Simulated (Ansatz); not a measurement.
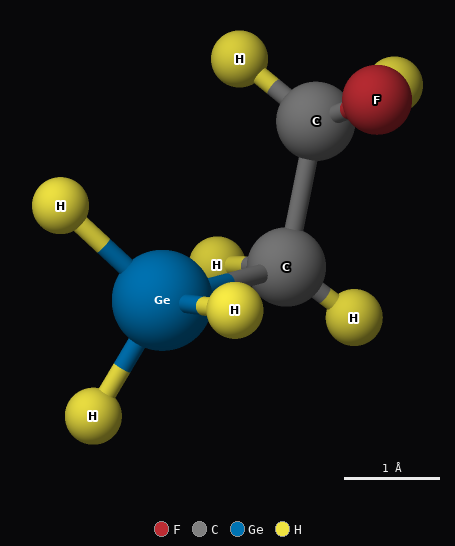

The starting structure (ball-and-stick view, seen at a tilt). Sticks mark near contacts. Bond lengths as drawn: C–C 1.57 Å, C–F 1.15 Å, C–Ge 1.96 Å, C–H 0.92 to 1.28 Å and Ge–H 1.43 to 1.53 Å.

# Geometry relaxation of C2H7FGe

- system: C2H7FGe, SMILES FC[CH2][GeH3]
- method: RKS BHLYP-d3bj/aug-pcseg-2 (Ansatz 0.2.0)

The run did not end well. The geometry comes from this level: PBE0-D4/def2-TZVP.

The input:
```yaml
crystal:
  periodic: [false, false, false]
  atoms:
    - {symbol: F, position_ang: [-1.004644, 1.543142, 0.781346]}
    - {symbol: C, position_ang: [0.038727, 1.364522, 0.332469]}
    - {symbol: C, position_ang: [0.506921, -0.104637, 0.607979]}
    - {symbol: Ge, position_ang: [-0.565336, -1.227438, -0.582640]}
    - {symbol: H, position_ang: [0.260959, 1.756051, -0.633261]}
    - {symbol: H, position_ang: [0.672568, 2.218339, 1.028512]}
    - {symbol: H, position_ang: [0.727893, -0.289140, 1.480947]}
    - {symbol: H, position_ang: [1.637214, -0.050919, 0.002455]}
    - {symbol: H, position_ang: [-1.937346, -1.414320, 0.067919]}
    - {symbol: H, position_ang: [-0.807033, -0.735199, -1.954518]}
    - {symbol: H, position_ang: [0.010097, -2.521923, -0.799680]}
basis:
  gaussian: {orbitals: aug-pcseg-2}
hamiltonian: {xc: {name: BHLYP}, dispersion: d3bj}
accuracy: high
relax: {f_tol: 0.0001, max_steps: 1}
output: {forces: true}
```

Hardware: 4 threads of AMD EPYC, 23 GiB of memory available, shared host.

Run as:
```bash
ansatz run in.yaml --threads 4 --pin off --events-out ev --progress --plain --max-ram 10444MiB
```

What the program printed:
```
Functional definition: BHLYP
  name "BHLYP"
  cite "Becke, J. Chem. Phys. 98, 1372 (1993) doi:10.1063/1.464304"
  cite "Becke, Phys. Rev. A 38, 3098 (1988) doi:10.1103/PhysRevA.38.3098"
  cite "Lee, Yang & Parr, Phys. Rev. B 37, 785 (1988) doi:10.1103/PhysRevB.37.785"
  parameter a = 0.5
  exchange = (1 - a)*b88_x + a*exact_x
  correlation = lyp_c
5791 factors; integrals over basis functions are off by at most 2.9e-9 eV
mean field evaluation 1: about -61414.1547 eV, gradient 4.8e1 eV
mean field evaluation 2: about -61414.3886 eV, gradient 4.5e1 eV
mean field evaluation 4: about -61419.0934 eV, gradient 6.9e-1 eV
mean field evaluation 8: about -61419.2344 eV, gradient 1.2e-1 eV
mean field evaluation 16: about -61419.2345 eV, gradient 2.3e-5 eV
mean field -61419.23445630 eV, -2257.1152348168 hartree, gradient 2.6e-8 eV, S^2 0.000000; 0 other end points of the search recorded, 0 dependent functions left out
the calculation of the forces begins
reference -61419.23449341 eV, -2257.1152361806 hartree; 30, 30 occupied and 328, 328 virtual orbitals, 5791 factors
relax step   1: F+E_penalty+E_count = -61419.51178297 eV  Δ(F+E_penalty+E_count) = +0.000e0 eV  max|allowed force component| = 1.574e1 eV/Å  Δτ_max = 0.0000 Å  (34 SCF iters, accepted)
Error: geometry relaxation did not converge after 1 steps: max|allowed force component| = 1.57e1 eV/Å (threshold 1.0e-4). Raise `relax.max_steps` over both its present limit and 1, loosen `relax.f_tol`, or start from a geometry closer to equilibrium. Where this run's directory can be resumed (`checkpoint.write`), a resume goes on for up to `relax.max_steps` more
```

What the run reported:

| quantity | value |
| --- | --- |
| outcome | not converged |
| wall time | 67 s (CPU time 4.3 min) |
| peak memory | 5 GiB |

What went wrong:

This input holds a deliberate fault: the optimiser is allowed too few steps. The run did not converge: “geometry relaxation did not converge after 1 steps: max|allowed force component| = 1.57e1 eV/Å (threshold 1.0e-4). Raise `relax.max_steps` over both its present limit and 1, loosen `relax.f_tol`, or start from a geometry closer to equilibrium …” Its last values are not results.
